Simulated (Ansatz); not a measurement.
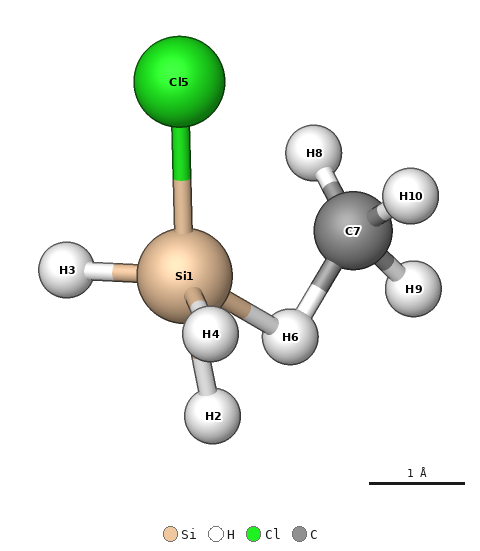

The input geometry (ball-and-stick view, seen at a tilt; atoms are numbered from 1 in the order of the input).

Run report: CH7ClSi, single-point calculation

The run: single-point calculation of CH7ClSi. Method and program: RKS PBE0-D4/def2-TZVPP (Ansatz 0.2.0).

The geometry is a transition state. The reaction was set up to form Si1–C7 and H2–H6 and to break Si1–H2 and H6–C7 (atoms counted from 1 in the order of the input); sticks are drawn by distance alone. The geometry comes from this level: PBE0-D4/def2-TZVP.

**The input**
```yaml
crystal:
  periodic: [false, false, false]
  atoms:
    - {symbol: Si, position_ang: [-0.917316, 0.408647, -0.074971]}
    - {symbol: H, position_ang: [-1.111100, -1.010853, -0.897759]}
    - {symbol: H, position_ang: [-1.143511, 1.117251, -1.348033]}
    - {symbol: H, position_ang: [-1.874154, -0.100501, 0.924459]}
    - {symbol: Cl, position_ang: [-0.286423, 2.135376, 1.053617]}
    - {symbol: H, position_ang: [0.010866, -0.874279, -0.464058]}
    - {symbol: C, position_ang: [1.070195, -0.397594, 0.130149]}
    - {symbol: H, position_ang: [1.609777, 0.437789, -0.308715]}
    - {symbol: H, position_ang: [1.519265, -1.332966, -0.230837]}
    - {symbol: H, position_ang: [1.122501, -0.382868, 1.215947]}
basis:
  gaussian: {orbitals: def2-TZVPP}
hamiltonian: {xc: pbe0, dispersion: d4}
output: {orbitals: {seedname: orbitals}}
```

Hardware: 4 threads of Arm Neoverse V2, 23 GiB of memory available, shared host.

Run as:
```bash
ansatz run in.yaml --threads 4 --pin off --events-out ev --progress --plain --max-ram 9574MiB
```

**The program's output**
```
Functional definition: PBE0
  name "PBE0"
  cite "Adamo & Barone, J. Chem. Phys. 110, 6158 (1999) doi:10.1063/1.478522"
  cite "Perdew, Burke & Ernzerhof, Phys. Rev. Lett. 77, 3865 (1996) doi:10.1103/PhysRevLett.77.3865"
  parent pbe
  parameter a = 0.25
  parameter kappa = 0.804
  parameter beta = 0.06672455060314922
  exchange = (1 - a)*pbe_x(kappa = kappa, mu = beta*pi^2/3) + a*exact_x
  correlation = pbe_c(beta = beta)
1209 factors; their error is unknown
mean field evaluation 1: about -21537.5816 eV, gradient 4.4e1 eV
mean field evaluation 2: about -21535.9726 eV, gradient 4.7e1 eV
mean field evaluation 4: about -21541.8346 eV, gradient 1.5e0 eV
mean field evaluation 8: about -21541.8354 eV, gradient 9.3e-2 eV
mean field evaluation 16: about -21541.8777 eV, gradient 5.8e-5 eV
mean field -21541.87766418 eV, -791.6494025496 hartree, gradient 5.8e-5 eV, S^2 0.000000; 0 other end points of the search recorded, 0 dependent functions left out
reference -21541.87769388 eV, -791.6494036409 hartree; 22, 22 occupied and 191, 191 virtual orbitals, 1209 factors
Total energy: -21542.03817092 eV, -791.6553010633 hartree
```

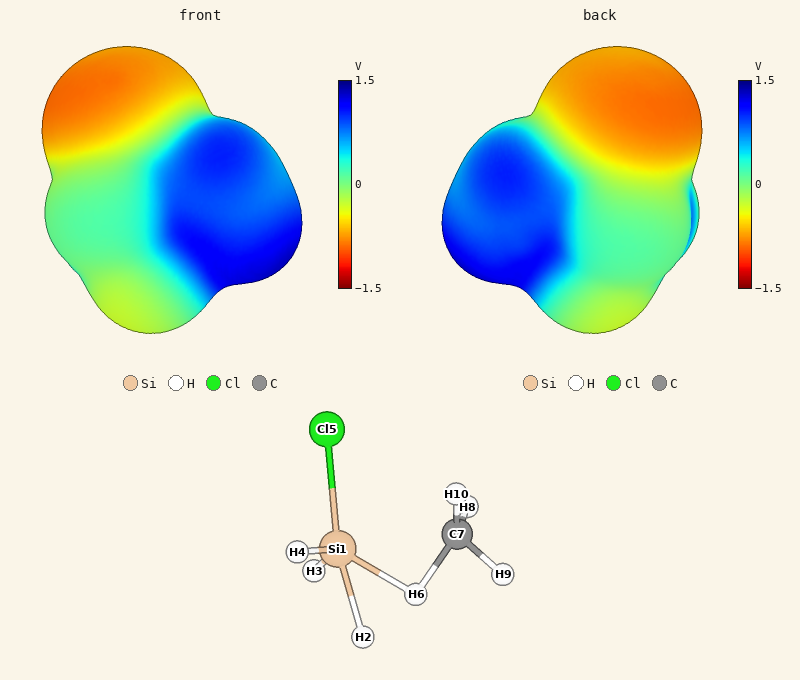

The molecular electrostatic potential painted on the density surface at 0.001 e/bohr³, seen face on and from behind; red is negative and blue positive. The bare structure is drawn below in the same view. A positive charge is drawn to the negative regions and a negative charge to the positive ones.

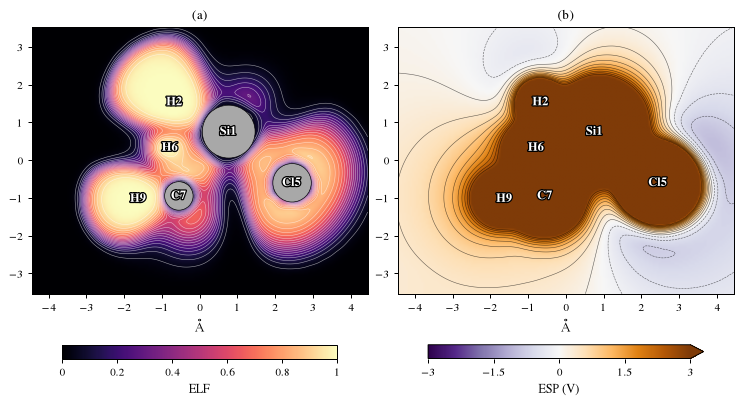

(a) ELF; (b) electrostatic potential on the plane of atoms H2, Si1 and H6. Grey discs, where drawn, cover atomic cores. Atoms in the plane: Si, H, Cl and C. Si–Cl (2.16 Å): the ELF peaks at about 0.85 between the atoms, which marks a shared but strongly polarised pair.

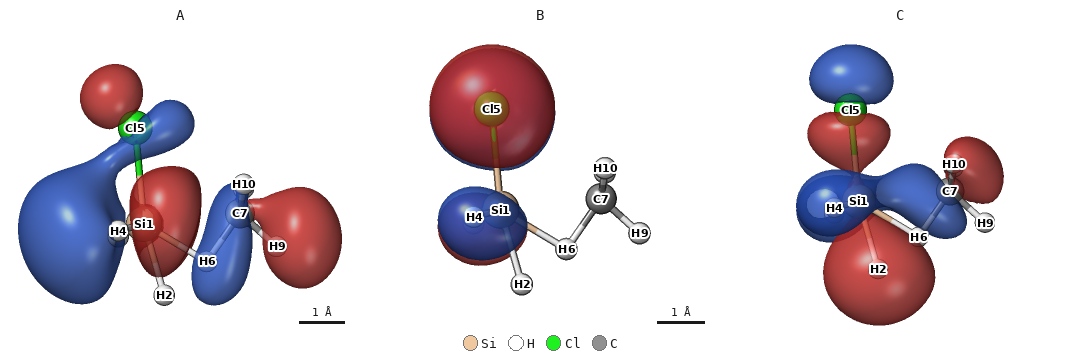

Three frontier orbitals at ±0.08 Å⁻³ᐟ² (blue and red are the two phases). B is the HOMO−1 (−8.26 eV). C is the HOMO (−7.35 eV). Its weight (Hirshfeld) is mainly on H2 (30 %), Si1 (20 %), Cl5 (20 %) and C7 (15 %). A is the LUMO (−0.24 eV). Its weight (Hirshfeld) is mainly on Si1 (45 %), C7 (10 %), Cl5 (10 %) and H9 (10 %). The HOMO–LUMO gap is 7.11 eV between the orbital energies.

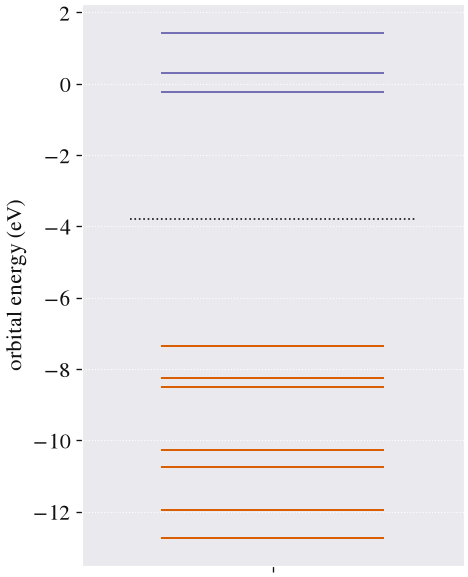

Orbital energies near the frontier; the dotted line parts filled from empty levels, and levels within 0.02 eV of each other stand side by side. Highest filled −7.35 eV, lowest empty −0.24 eV, 7.11 eV apart.

**Results in brief**

| quantity | value |
| --- | --- |
| outcome | converged |
| total energy | −21542.0382 eV |
| mean-field energy | −21541.8777 eV |
| dispersion energy | −0.1605 eV |
| SCF solution under orbital rotations | stable |
| HOMO | −7.35 eV |
| LUMO | −0.24 eV |
| wall time | 1.6 s (CPU time 5.9 s) |
| peak memory | 0.44 GiB |
